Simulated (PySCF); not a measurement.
# CH₇AlSi: electronic excitations at several levels of theory, part 2 of 2

PySCF 2.14.0. Atoms count from 0. The steps go on from the part before.

## 6. Ultraviolet spectrum: PBE0/def2-TZVP

What the job is given:

```
{"job": {"kind": "uv", "xc": "PBE0", "basis": "def2-TZVP"}, "charge": 0, "multiplicity": 1}
Al     1.629324     0.708356    -0.121324
C      0.183763    -0.602797    -0.209428
Si    -1.323037    -0.181532     0.828639
H      2.745275     0.589368     1.006805
H      1.676442     1.904091    -1.170112
H     -0.157430    -0.709051    -1.254718
H      0.548877    -1.587826     0.132286
H     -2.405408    -1.208183     0.708306
H     -1.894640     1.139677     0.413735
H     -0.948899    -0.074361     2.275056
```

Level: TDDFT PBE0/def2-TZVP, vertical, gas phase, core orbitals frozen in the response.

Log:

```text
coarse grid: 8680 points
cycle   1  E = -573.9217653810  dE = -2.268e-01  |g| = 3.943e-01  |ddm| = 2.197e+00
cycle   2  E = -573.9006827696  dE =  2.108e-02  |g| = 4.674e-01  |ddm| = 5.983e-01
cycle   3  E = -573.9592344744  dE = -5.855e-02  |g| = 4.697e-02  |ddm| = 3.593e-01
cycle   4  E = -573.9599043517  dE = -6.699e-04  |g| = 8.637e-03  |ddm| = 4.713e-02
cycle   5  E = -573.9599169787  dE = -1.263e-05  |g| = 1.248e-03  |ddm| = 6.827e-03
cycle   6  E = -573.9599173499  dE = -3.711e-07  |g| = 2.562e-04  |ddm| = 1.340e-03
final grid: 72632 points
cycle   7  E = -573.9564293630  dE = -1.132e-05  |g| = 4.541e-03  |ddm| = 1.674e-02
cycle   8  E = -573.9564249148  dE =  4.448e-06  |g| = 6.061e-03  |ddm| = 6.728e-03
cycle   9  E = -573.9564344977  dE = -9.583e-06  |g| = 2.104e-04  |ddm| = 4.066e-03
cycle  10  E = -573.9564345081  dE = -1.043e-08  |g| = 5.996e-05  |ddm| = 2.211e-04
cycle  11  E = -573.9564345090  dE = -8.798e-10  |g| = 1.248e-05  |ddm| = 5.883e-05
converged SCF energy = -573.9564345090

Static polarisability (au): isotropic 67.529, principal 59.625 62.545 80.416

Singlet excitations
state   eV       nm        f      main configurations
  1   5.2093    238.0   0.01146   H->L 0.98
  2   5.4052    229.4   0.00001   H-1->L 1.00
  3   6.6772    185.7   0.01002   H-2->L 0.97
  4   6.8603    180.7   0.00065   H-3->L 0.99
  5   7.1057    174.5   0.12200   H->L+1 0.95
  6   7.5407    164.4   0.00123   H-1->L+1 0.95
  7   7.5472    164.3   0.14010   H-4->L 0.91
  8   7.9322    156.3   0.00203   H->L+2 0.97
  9   8.1710    151.7   0.00614   H->L+3 0.90
 10   8.2567    150.2   0.12939   H-2->L+1 0.91

Triplet excitations (Tamm-Dancoff, eV): 4.8405 4.8950 6.3893 6.5858
```

Wall time 8.2 s (1 thread of Arm Neoverse V1, shared host); peak memory 0.64 GiB.

This run: HOMO -8.09 eV, LUMO -1.49 eV; lowest singlet 5.21 eV.

## 7. Excited states and response: PBE0/aug-cc-pVDZ

Same as in step 6 but for these lines:

```diff
@@ -1,2 +1,2 @@
-{"job": {"kind": "uv", "xc": "PBE0", "basis": "def2-TZVP"}, "charge": 0, "multiplicity": 1}
+{"job": {"kind": "uv", "xc": "PBE0", "basis": "aug-cc-pVDZ"}, "charge": 0, "multiplicity": 1}
 Al     1.629324     0.708356    -0.121324
```

With the program's defaults for keys left out, this is: TDDFT PBE0/aug-cc-pVDZ, vertical, gas phase, core orbitals frozen in the response.

Log:

```text
coarse grid: 8680 points
cycle   1  E = -573.8745536443  dE = -1.865e-01  |g| = 3.654e-01  |ddm| = 6.131e+00
cycle   2  E = -573.8552932539  dE =  1.926e-02  |g| = 4.376e-01  |ddm| = 1.726e+00
cycle   3  E = -573.9099850024  dE = -5.469e-02  |g| = 4.007e-02  |ddm| = 9.043e-01
cycle   4  E = -573.9105725704  dE = -5.876e-04  |g| = 4.921e-03  |ddm| = 1.442e-01
cycle   5  E = -573.9105821676  dE = -9.597e-06  |g| = 9.904e-04  |ddm| = 2.415e-02
final grid: 72632 points
cycle   6  E = -573.9211573517  dE = -4.089e-06  |g| = 4.679e-03  |ddm| = 5.818e-02
cycle   7  E = -573.9211521668  dE =  5.185e-06  |g| = 6.355e-03  |ddm| = 2.107e-02
cycle   8  E = -573.9211635141  dE = -1.135e-05  |g| = 1.980e-04  |ddm| = 1.215e-02
cycle   9  E = -573.9211635286  dE = -1.445e-08  |g| = 3.853e-05  |ddm| = 7.015e-04
cycle  10  E = -573.9211635291  dE = -5.308e-10  |g| = 8.464e-06  |ddm| = 1.318e-04
converged SCF energy = -573.9211635291

Static polarisability (au): isotropic 72.107, principal 64.167 66.831 85.324

Singlet excitations
state   eV       nm        f      main configurations
  1   5.1556    240.5   0.01204   H->L 0.98
  2   5.3435    232.0   0.00001   H-1->L 0.99
  3   6.6147    187.4   0.01162   H-2->L 0.97
  4   6.7841    182.8   0.03644   H->L+1 0.63, H-3->L 0.34
  5   6.7865    182.7   0.02072   H-3->L 0.64, H->L+1 0.34
  6   7.2227    171.7   0.00278   H-1->L+1 0.95
  7   7.4274    166.9   0.06481   H->L+2 0.70, H->L+3 0.16, H->L+5 0.10
  8   7.4751    165.9   0.08018   H-4->L 0.90
  9   7.6507    162.1   0.09646   H->L+3 0.53, H->L+2 0.25, H->L+5 0.18
 10   7.6758    161.5   0.03134   H->L+4 0.76, H->L+7 0.09

Triplet excitations (Tamm-Dancoff, eV): 4.7812 4.8242 6.3256 6.4420
```

Wall time 8 s (1 thread of Arm Neoverse V1, shared host); peak memory 0.63 GiB.

In short: HOMO -8.08 eV, LUMO -1.56 eV; lowest singlet 5.16 eV.

## 8. Ultraviolet spectrum: PBE0/def2-TZVPD

Same as in step 7 but for these lines:

```diff
@@ -1,2 +1,2 @@
-{"job": {"kind": "uv", "xc": "PBE0", "basis": "aug-cc-pVDZ"}, "charge": 0, "multiplicity": 1}
+{"job": {"kind": "uv", "xc": "PBE0", "basis": "def2-TZVPD"}, "charge": 0, "multiplicity": 1}
 Al     1.629324     0.708356    -0.121324
```

Method: TDDFT PBE0/def2-TZVPD, vertical, gas phase, core orbitals frozen in the response.

Log:

```text
coarse grid: 8680 points
cycle   1  E = -573.9221491990  dE = -2.258e-01  |g| = 3.945e-01  |ddm| = 2.372e+00
cycle   2  E = -573.9009220802  dE =  2.123e-02  |g| = 4.680e-01  |ddm| = 6.709e-01
cycle   3  E = -573.9596407003  dE = -5.872e-02  |g| = 4.735e-02  |ddm| = 3.616e-01
cycle   4  E = -573.9603211683  dE = -6.805e-04  |g| = 8.701e-03  |ddm| = 5.231e-02
cycle   5  E = -573.9603340711  dE = -1.290e-05  |g| = 1.266e-03  |ddm| = 9.650e-03
cycle   6  E = -573.9603344541  dE = -3.830e-07  |g| = 2.661e-04  |ddm| = 2.262e-03
final grid: 72632 points
cycle   7  E = -573.9568511949  dE = -1.206e-05  |g| = 4.549e-03  |ddm| = 6.336e-02
cycle   8  E = -573.9568467224  dE =  4.472e-06  |g| = 6.075e-03  |ddm| = 6.945e-03
cycle   9  E = -573.9568563499  dE = -9.627e-06  |g| = 2.130e-04  |ddm| = 4.157e-03
cycle  10  E = -573.9568563606  dE = -1.074e-08  |g| = 6.185e-05  |ddm| = 2.919e-04
cycle  11  E = -573.9568563616  dE = -9.460e-10  |g| = 1.271e-05  |ddm| = 7.478e-05
converged SCF energy = -573.9568563616

Static polarisability (au): isotropic 71.497, principal 63.768 66.174 84.550

Singlet excitations
state   eV       nm        f      main configurations
  1   5.2010    238.4   0.01168   H->L 0.98
  2   5.3974    229.7   0.00001   H-1->L 0.99
  3   6.6610    186.1   0.01067   H-2->L 0.97
  4   6.8431    181.2   0.00185   H-3->L 0.97
  5   6.8547    180.9   0.07463   H->L+1 0.96
  6   7.2956    169.9   0.00315   H-1->L+1 0.95
  7   7.4852    165.6   0.00216   H->L+2 0.69, H->L+3 0.16, H-4->L 0.11
  8   7.5173    164.9   0.12296   H-4->L 0.81, H->L+2 0.09
  9   7.7819    159.3   0.13058   H->L+3 0.72, H->L+2 0.19
 10   7.9221    156.5   0.06190   H->L+5 0.64, H-1->L+2 0.27

Triplet excitations (Tamm-Dancoff, eV): 4.8312 4.8773 6.3473 6.4639
```

Wall time 12 s (1 thread of Arm Neoverse V1, shared host); peak memory 0.74 GiB.

Key values: HOMO -8.09 eV, LUMO -1.51 eV; lowest singlet 5.20 eV.

## 9. Excited states and response: PBE0/6-31+G*

Same as in step 8 but for these lines:

```diff
@@ -1,2 +1,2 @@
-{"job": {"kind": "uv", "xc": "PBE0", "basis": "def2-TZVPD"}, "charge": 0, "multiplicity": 1}
+{"job": {"kind": "uv", "xc": "PBE0", "basis": "6-31+G*"}, "charge": 0, "multiplicity": 1}
 Al     1.629324     0.708356    -0.121324
```

Level: TDDFT PBE0/6-31+G*, vertical, gas phase, core orbitals frozen in the response.

Log:

```text
coarse grid: 8680 points
cycle   1  E = -573.8910222927  dE = -2.116e-01  |g| = 3.686e-01  |ddm| = 2.570e+00
cycle   2  E = -573.8710252006  dE =  2.000e-02  |g| = 4.412e-01  |ddm| = 8.904e-01
cycle   3  E = -573.9269107111  dE = -5.589e-02  |g| = 3.648e-02  |ddm| = 5.470e-01
cycle   4  E = -573.9273947418  dE = -4.840e-04  |g| = 4.381e-03  |ddm| = 6.852e-02
cycle   5  E = -573.9274023661  dE = -7.624e-06  |g| = 8.449e-04  |ddm| = 1.135e-02
final grid: 72632 points
cycle   6  E = -573.8883863707  dE = -3.479e-06  |g| = 4.601e-03  |ddm| = 1.820e-02
cycle   7  E = -573.8883814284  dE =  4.942e-06  |g| = 6.250e-03  |ddm| = 1.153e-02
cycle   8  E = -573.8883923208  dE = -1.089e-05  |g| = 1.092e-04  |ddm| = 6.745e-03
cycle   9  E = -573.8883923256  dE = -4.761e-09  |g| = 3.196e-05  |ddm| = 3.270e-04
cycle  10  E = -573.8883923259  dE = -3.427e-10  |g| = 5.843e-06  |ddm| = 5.327e-05
converged SCF energy = -573.8883923259

Static polarisability (au): isotropic 62.574, principal 53.438 59.768 74.516

Singlet excitations
state   eV       nm        f      main configurations
  1   5.1784    239.4   0.01230   H->L 0.98
  2   5.4229    228.6   0.00001   H-1->L 0.99
  3   6.6797    185.6   0.01373   H-2->L 0.98
  4   6.8368    181.3   0.07350   H->L+1 0.97
  5   6.8878    180.0   0.00102   H-3->L 0.99
  6   7.3241    169.3   0.00419   H-1->L+1 0.96
  7   7.5605    164.0   0.10500   H-4->L 0.92
  8   7.7368    160.3   0.14800   H->L+2 0.92
  9   7.9774    155.4   0.01668   H->L+3 0.47, H-2->L+1 0.38, H->L+5 0.09
 10   8.0463    154.1   0.12391   H-1->L+2 0.41, H->L+4 0.28, H-1->L+3 0.25

Triplet excitations (Tamm-Dancoff, eV): 4.8303 4.9731 6.3846 6.4882
```

Wall time 3.8 s (1 thread of Arm Neoverse V1, shared host); peak memory 0.48 GiB.

In short: HOMO -8.07 eV, LUMO -1.52 eV; lowest singlet 5.18 eV.

## 10. Side by side: electronic excitations

Excitations and ground-state properties, with basis size and wall time:

```
              run  lowest singlet (eV)  brightest (eV)      f  gap (eV)  α (Å³)  μ (D)  functions   time
wB97X-D/def2-SVPD                 5.42            8.30  0.207     10.13   10.40   1.00        124   30 s
LC-wPBE/def2-SVPD                 5.74            8.71  0.219     11.33   10.11   1.01        124   34 s
      PBE0/6-31G*                 5.17            7.63  0.226      6.56    8.40   1.02         64  3.1 s
    PBE0/def2-SVP                 5.22            7.61  0.224      6.63    9.08   1.01         85  4.1 s
   PBE0/def2-TZVP                 5.21            7.55  0.140      6.60   10.01   1.04        147  8.2 s
 PBE0/aug-cc-pVDZ                 5.16            7.65  0.096      6.52   10.69   1.01        140    8 s
  PBE0/def2-TZVPD                 5.20            7.78  0.131      6.58   10.59   1.03        186   12 s
     PBE0/6-31+G*                 5.18            7.74  0.148      6.55    9.27   1.00         76  3.8 s
```

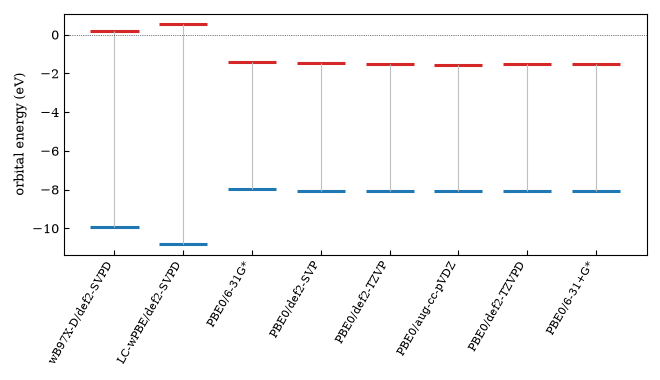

HOMO (blue) and LUMO (red) run by run.

## 11. Results

The summary covers parts 1 to 2.

| quantity | value |
| --- | --- |
| lowest singlet (wB97X-D/def2-SVPD) | 5.42 eV (229 nm), f = 0.009 |
| brightest single state of those computed | state 9, 8.30 eV, f = 0.207 |
| lowest triplet | 5.14 eV |
| vertical ionisation energy (ΔSCF) | 10.21 eV |
| range of the lowest singlet | 5.16 to 5.74 eV |

In words: Single values in the summary come from the first run of each kind that ended normally (wB97X-D/def2-SVPD), which need not be the best level. The first singlet state (HOMO→LUMO 0.95) lies at 5.42 eV and is weak; of the 10 states computed, the strongest absorption comes from states 8 to 9 together at 8.30 eV. The lowest triplet lies 0.28 eV below the lowest singlet (triplets in Tamm-Dancoff, singlets in full TDDFT). ΔSCF puts the ionisation energy at 10.21 eV, 0.26 eV above −ε(HOMO). The lowest singlet runs from 5.16 eV (PBE0/aug-cc-pVDZ) to 5.74 eV (LC-wPBE/def2-SVPD), while the orbital gap spans 6.52 to 11.33 eV. The lowest state need not be the same one in every run.
